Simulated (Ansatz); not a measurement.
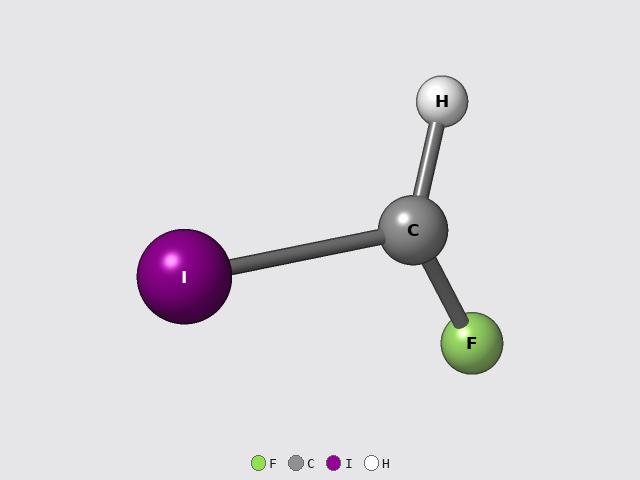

Starting geometry of the run.

Input file:

```yaml
crystal:
  periodic: [false, false, false]
  atoms:
    - {symbol: F, position_ang: [-0.038129, -1.193305, 0.642658]}
    - {symbol: C, position_ang: [0.101443, 0.090163, 0.280322]}
    - {symbol: I, position_ang: [-1.147654, 0.743912, -1.159722]}
    - {symbol: H, position_ang: [1.170815, 0.369913, 0.216479]}
basis:
  gaussian: {orbitals: def2-TZVPP}
magnetization: {spin_polarized: true, initial_magnetization: 1}
correlation: {method: ccsd_t}
scf: {omitted_lower_state_checks: [cluster_reference]}
output: {forces: true}
```

Output:

```
Functional definition: HF
  name "HF"
  cite "Fock, Z. Phys. 61, 126 (1930) doi:10.1007/BF01340294"
  parent pbe
  exchange = exact_x
  correlation = 0
these checks for a lower state are left out or cut short: cluster_reference
968 factors; integrals over basis functions are off by at most 1.2e-3 eV
mean field evaluation 1: about -11822.8635 eV, gradient 1.6e1 eV
mean field evaluation 2: about -11822.8712 eV, gradient 1.6e1 eV
mean field evaluation 4: about -11824.3335 eV, gradient 2.9e0 eV
mean field evaluation 8: about -11824.4766 eV, gradient 1.6e-1 eV
mean field -11824.47726200 eV, -434.5415244599 hartree, gradient 9.0e-6 eV, S^2 0.768249; 0 other end points of the search recorded, 0 dependent functions left out
6 core orbitals not correlated: weight in the atoms' cores, before any rotation towards them, 1.000 or more for the frozen orbitals, at most 0.000 for the correlated occupied ones
reference -11824.47726200 eV, -434.5415244599 hartree; 15, 14 occupied and 105, 106 virtual orbitals, 968 factors
second order -24.06876036 eV of doubles, -0.00000000 eV of singles
cycle   1  -22.95086795 eV  change     1.1e0 eV  update   1.0e-1
cycle   2  -23.50322305 eV  change   -5.5e-1 eV  update   3.1e-2
cycle   3  -23.61141506 eV  change   -1.1e-1 eV  update   1.9e-2
cycle   4  -23.59635951 eV  change    1.5e-2 eV  update   8.0e-3
cycle   5  -23.59517623 eV  change    1.2e-3 eV  update   4.3e-3
cycle   6  -23.59887153 eV  change   -3.7e-3 eV  update   1.7e-3
cycle   7  -23.59856901 eV  change    3.0e-4 eV  update   7.4e-4
cycle   8  -23.59826625 eV  change    3.0e-4 eV  update   3.6e-4
cycle   9  -23.59841729 eV  change   -1.5e-4 eV  update   1.6e-4
cycle  10  -23.59835749 eV  change    6.0e-5 eV  update   6.4e-5
cycle  11  -23.59835852 eV  change   -1.0e-6 eV  update   3.4e-5
cycle  12  -23.59838178 eV  change   -2.3e-5 eV  update   1.7e-5
cycle  13  -23.59838938 eV  change   -7.6e-6 eV  update   8.7e-6
cycle  14  -23.59838909 eV  change    2.9e-7 eV  update   4.3e-6
cycle  15  -23.59839034 eV  change   -1.2e-6 eV  update   1.9e-6
perturbative correction -0.66286584 eV, -0.0243598702 hartree
the calculation of the forces begins
working
working
working
Total energy: -11848.73851817 eV, -435.4331091795 hartree
Atom 0 at    -0.038129    -1.193305     0.642658 Å, force    -0.133041    -0.014521     0.069047 eV/Å
Atom 1 at     0.101443     0.090163     0.280322 Å, force     1.460178    -0.301291     0.483845 eV/Å
Atom 2 at    -1.147654     0.743912    -1.159722 Å, force    -0.557630     0.322977    -0.605925 eV/Å
Atom 3 at     1.170815     0.369913     0.216479 Å, force    -0.769506    -0.007165     0.053033 eV/Å
Dipole moment:     0.127724     0.157153    -0.101606 e Å
Checks for a lower state left out: cluster_reference
```
